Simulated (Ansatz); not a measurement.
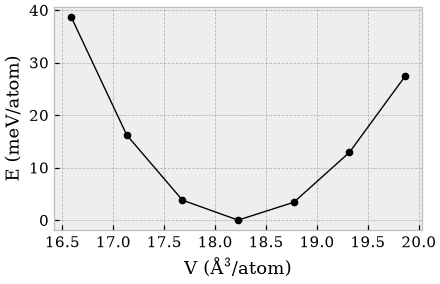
Fig. 1. LiNbSe$_{2}$ in space group P6_3/mmc (No. 194; Li on 2a, Nb on 2b, Se on 4f) under volume change, DFT-r²SCAN in the program Ansatz with PAW potentials, shape and atoms relaxed at each volume.

### Question
What does a third-order Birch–Murnaghan fit give for V₀, B₀ and B′?

### Answer
V₀ = 18.22 Å³/atom, B₀ = 70.2 GPa, B′ = 4.7.

The workflow started from a Materials Project entry (that database holds measured and hypothetical structures alike); the Crystallography Open Database copy checked does not list it. Whether it is the stable phase at ambient conditions was not checked. Symmetry was held in the r²SCAN relaxation; whether a distortion lowers the energy is not shown. No spin polarisation was allowed.

Potentials: the later of the program's two PAW sets.
